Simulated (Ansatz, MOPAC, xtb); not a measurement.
GeTe (SMILES [Ge][Te]): methods side by side

GeTe, singlet, SMILES `[Ge][Te]`. Each level relaxes the structure for itself.

Quantity: the harmonic wavenumber, in cm⁻¹. The values are calculated.

**What was measured.** Huber and Herzberg, Constants of Diatomic Molecules gives the harmonic wavenumber of the gas as 324 cm⁻¹.

```tsv
level	kind	program	value (cm⁻¹)	computed − measured
MNDO	semi-empirical	MOPAC	214	-110
PM3	semi-empirical	MOPAC	260	-64
PM7	semi-empirical	MOPAC	372	+48
GFN2-xTB	semi-empirical	xtb	375	+51
SVWN5/def2-TZVP (core potential)	LDA	Ansatz	329	+5
PBE-D3(BJ)/def2-TZVP (core potential)	GGA	Ansatz	318	-6
r2SCAN/def2-TZVP (core potential)	meta-GGA	Ansatz	332	+8
B3LYP-D4/def2-TZVP (core potential)	global hybrid	Ansatz	325	+1
wB97X-V/def2-TZVP (core potential)	range-separated hybrid	Ansatz	358	+34
```

Nearest: B3LYP-D4/def2-TZVP (core potential) (+1 cm⁻¹); farthest: MNDO (-110 cm⁻¹). Computed less measured by kind, in cm⁻¹ (def2-TZVP rows): semi-empirical -110 to +51; LDA +5; GGA -6; meta-GGA +8; global hybrid +1; range-separated hybrid +34. Harmonic and unscaled.

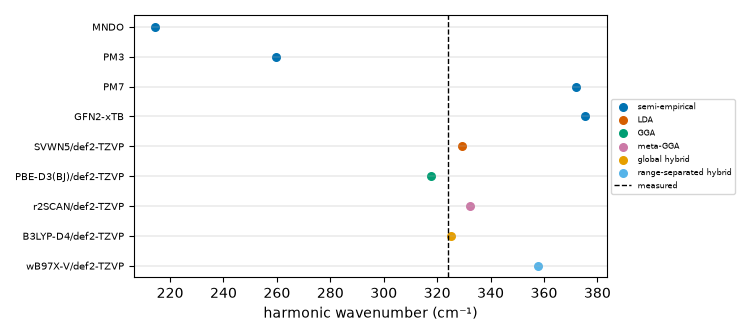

The values of the table, level by level.
